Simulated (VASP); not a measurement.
Band structure of PtC (relaxed from the NiAs type structure, space group P6_3/mmc). Calculation: PBE GGA, VASP's PBE PAW potentials (set 64) (plane waves; VASP).

Unless said otherwise, spin-orbit coupling is left out, though it shifts the bands of the heavy elements here.

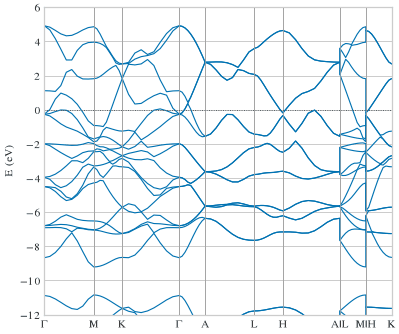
*Bands along high-symmetry lines, zero at the valence-band maximum or, without a gap, the Fermi level*

**Question.** Read the plot: is there a gap, and where are the band edges?

**Answer.** It has no gap at this level: it comes out as a metal or semimetal. (Edges off the drawn lines would not show.)

The structure was generated: PtC was put into the NiAs type type (P6_3/mmc), which need not be its known phase. It was relaxed first.
